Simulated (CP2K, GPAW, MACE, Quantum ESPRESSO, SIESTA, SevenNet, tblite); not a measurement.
# SIESTA on random packing of Al77Si23 (at. %) (94 atoms): settings against a plane-wave reference, part 2 of 2

How do the settings of SIESTA change the result for random packing of Al77Si23 (at. %) (94 atoms)? A plane-wave run serves as the yardstick.

Program: SIESTA 5.4.2; the method stands at each step. Banners, paths, timers and routine set-up lines are dropped from the logs unmarked, and long logs keep their key lines alone; longer cuts are marked. The potentials were converted by us to PSML.

So far. Step 3 (VdW-DF, PBE potentials, DZP, shift 0.01 Ry, mesh 300 Ry): The run ends at a pressure of 18.78 GPa, with forces up to 5.4 eV/Å.

## 4. PBE, DZP, shift 0.01 Ry, mesh 200 Ry

Method: Kohn-Sham DFT, PBE, PseudoDojo 0.4.1 norm-conserving pseudopotentials (converted to PSML), numerical atomic orbitals (DZP), diagonalisation.

File input.fdf:

```
SystemLabel cell
NumberOfAtoms 94
NumberOfSpecies 2
%block ChemicalSpeciesLabel
  1 13 Al
  2 14 Si
%endblock ChemicalSpeciesLabel
LatticeConstant 1.0 Ang
%block LatticeVectors
  11.95900 0.00000 0.00000
  0.00000 11.95900 0.00000
  0.00000 0.00000 11.95900
%endblock LatticeVectors
PAO.BasisSize DZP
PAO.EnergyShift 0.01 Ry
XC.Functional GGA
XC.Authors PBE
MeshCutoff 200 Ry
%block kgrid_Monkhorst_Pack
  1 0 0 0.0
  0 1 0 0.0
  0 0 1 0.0
%endblock kgrid_Monkhorst_Pack
SolutionMethod diagon
OccupationFunction FD
ElectronicTemperature 580 K
SCF.Mixer.Method Pulay
SCF.Mixer.Weight 0.05
SCF.Mixer.History 8
SCF.Mix Hamiltonian
MaxSCFIterations 300
SCF.DM.Tolerance 1e-04
SCF.H.Tolerance 1.0e-3 eV
WriteForces T
Write.HirshfeldPop T
Write.VoronoiPop T
Write.DM F
Write.H F
XML.Write F
AtomicCoordinatesFormat Fractional
%block AtomicCoordinatesAndAtomicSpecies
[... 94 atom lines left out: the same atoms as in the first run ...]
%endblock AtomicCoordinatesAndAtomicSpecies
```

Started as:

```sh
$ OMP_NUM_THREADS=1 mpirun -np 2 siesta < input.fdf > output.txt
```

What it wrote:

```text
Version         : 5.4.2
reinit: System Name:
reinit: System Label: cell
initatom: Reading input for the pseudopotentials and atomic orbitals ----------
Species number:   1 Atomic number:   13 Label: Al
Species number:   2 Atomic number:   14 Label: Si
Ground state valence configuration (from tables):   3s02  3p01  3d00  4f00
[... lines left out ...]
        iscf     Eharris(eV)        E_KS(eV)     FreeEng(eV)     dDmax    Ef(eV) dHmax(eV)
[... lines left out ...]
SCF Convergence by DM+H criterion
[... lines left out ...]
SCF cycle converged after 19 iterations
[... lines left out ...]
   Max    4.641902
[... lines left out ...]
   Max    4.641902    constrained
Stress tensor Voigt[x,y,z,yz,xz,xy] (kbar):     -137.49     -164.02     -170.13        4.93      -10.25        1.98
[... lines left out ...]
siesta: FreeEng =     -6993.386217
[... lines left out ...]
siesta:         Fermi =      -4.799371
[... lines left out ...]
siesta:           0.09812671          0.11276917  eV/Ang**3
siesta:         157.21632358        180.67612822  kBar
    Orbital volume contribution        =         102.234692 eV
    (Free)E + p_basis*V_orbitals       =       -6891.151526 eV
    (Free)Eharris+ p_basis*V_orbitals  =       -6891.151548 eV
Hirshfeld Atomic Populations:
Atom #   charge [q] valence [e]  Species
     1    -0.072340    3.072340  Al
     2    -0.002465    3.002465  Al
     3     0.004130    2.995870  Al
[...]
73    -0.035031    4.035031  Si
    74    -0.018147    4.018147  Si
    75    -0.015720    4.015720  Si
[...]
--------------------
 Total    -0.000007
Voronoi Atomic Populations:
Atom #   charge [q] valence [e]  Species
[...]
71     0.032887    2.967113  Al
    72     0.005027    2.994973  Al
[...]
93    -0.009740    4.009740  Si
    94    -0.045200    4.045200  Si
--------------------
 Total    -0.000006
```

Wall time 5.2 min (2 MPI ranks of Arm Neoverse V1, shared host); peak memory 1.7 GiB; 10 min of CPU time.

Against the reference:

```
r.m.s. force component                          : 1.557 eV/Å
r.m.s. difference of force components           : 89.82 meV/Å
longest difference of force vectors             : 324.8 meV/Å
force difference over r.m.s. force              : 6.099 %
slope of forces against the reference's         : 1.057
correlation of force components                 : 0.9998
pressure                                        : 15.72 GPa
pressure difference                             : 1.117 GPa
energy less the same-level run's                : 0.0018 meV/atom
r.m.s. force difference from the same-level run : 0.412 meV/Å
```

Against the first run (6.1 %), the force difference from the reference is 6.1 %, at 0.63 times the CPU time: the change moves forces by 0.41 meV/Å r.m.s., so most of the difference comes from elsewhere.

## 5. Side by side

Differences are against the plane-wave reference, forces as r.m.s. over components; share is that over the reference's r.m.s. force, slope the least-squares factor from reference forces to these. Total energies of different programs have different zeros and aren't compared.

```csv
run,"Δ force, r.m.s. (meV/Å)",share (%),slope,Δ pressure (GPa),cores,CPU time,memory (GiB)
reference,-,-,-,-,4,22 min,5.4
"SIESTA PBE, DZP, shift 0.01 Ry, mesh 300 Ry",89.8,6.10,1.057,1.12,2,17 min,2.5
"SIESTA vdW-DF, PBE potentials, DZP, shift 0.01 Ry, mesh 300 Ry",89.3,6.06,1.039,4.18,4,30 min,3.8
"SIESTA PBE, DZP, shift 0.01 Ry, mesh 200 Ry",89.8,6.10,1.057,1.12,2,10 min,1.7
```

CPU time is summed over cores on a shared host, where runs went side by side, so it is rough. Symmetry, cutoffs, thresholds, outputs and thread counts weren't matched or tuned between programs; memory under MPI is the largest rank's times the ranks.

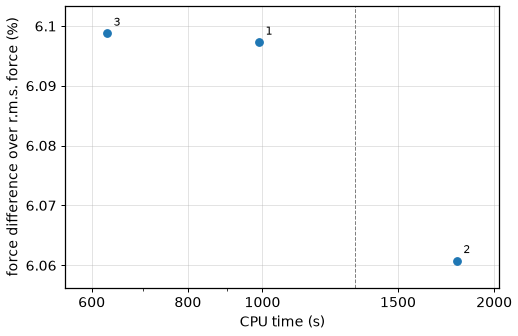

Force difference against CPU time; the dashed line marks the reference's time. Points: 1 SIESTA PBE, DZP, shift 0.01 Ry, mesh 300 Ry; 2 SIESTA vdW-DF, PBE potentials, DZP, shift 0.01 Ry, mesh 300 Ry; 3 SIESTA PBE, DZP, shift 0.01 Ry, mesh 200 Ry.

Mean charges by element (e), by run and scheme:

```csv
run,scheme,Al,Si
"SIESTA PBE, DZP, shift 0.01 Ry, mesh 300 Ry",Hirshfeld,+0.01,-0.02
"SIESTA vdW-DF, PBE potentials, DZP, shift 0.01 Ry, mesh 300 Ry",Hirshfeld,+0.01,-0.03
"SIESTA PBE, DZP, shift 0.01 Ry, mesh 200 Ry",Hirshfeld,+0.01,-0.02
```

Within one program, basis, potentials and functional, energies share a zero. Each run against its twin at the usual cutoff or grid and solver:

```csv
run,twin,Δ energy (meV/atom),"Δ force, r.m.s. (meV/Å)",CPU time over the twin's
"SIESTA PBE, DZP, shift 0.01 Ry, mesh 200 Ry","DZP, shift 0.01 Ry, mesh 300 Ry",0.0018,0.412,0.64
```

Further runs of this program without a result: SIESTA PBE, DZP, shift 0.002 Ry, mesh 300 Ry (cut off at its time limit).

## 6. Results

* nearest in forces: a tie at 6.1 % of 3 runs: SIESTA PBE, DZP, shift 0.01 Ry, mesh 300 Ry; SIESTA vdW-DF, PBE potentials, DZP, shift 0.01 Ry, mesh 300 Ry; SIESTA PBE, DZP, shift 0.01 Ry, mesh 200 Ry

**Reading.** The PBE runs in local orbitals differ by 6.1 % in each run; basis, grid and potentials can all enter. Rows with another functional or a dispersion term differ by 6.1 % (SIESTA vdW-DF, PBE potentials, DZP, shift 0.01 Ry, mesh 300 Ry), which mixes the change of model with differences of basis and potentials, some of them made for another functional. One electronic-structure run takes under half the reference's CPU time: SIESTA PBE, DZP, shift 0.01 Ry, mesh 200 Ry, at 6.1 % in 10 min against 22 min. The mean charges agree among these rows within 0.01 e. The reference's pressure holds the uncorrected Pulay stress of its 45 Ry basis, so small pressure differences, and their order, may be the reference's own error. The reference's stress is far from hydrostatic: its diagonal is 12.7, 15.3, 15.9 GPa, compression counted positive. The reference's pressure of 15 GPa belongs to a cell and atoms that aren't relaxed at this level. The electronic-structure runs sample only Γ, in a cell whose shortest periodic width is 12 Å, which is coarse for a cell with partly filled levels.

[Also dropped from logs without a mark: logging warnings of Python, and SIESTA's first energy breakdown and zero terms.]

[Logs are printed without paths, hosts, clocks, repeated set-up lines and the standing remarks that a program may print on its own settings, such as how far it seeks lower states.]

[Hosts, paths, dates, database ids (printed as entryN), source tags and the programs' standing remarks are cut or masked in the printed files.]
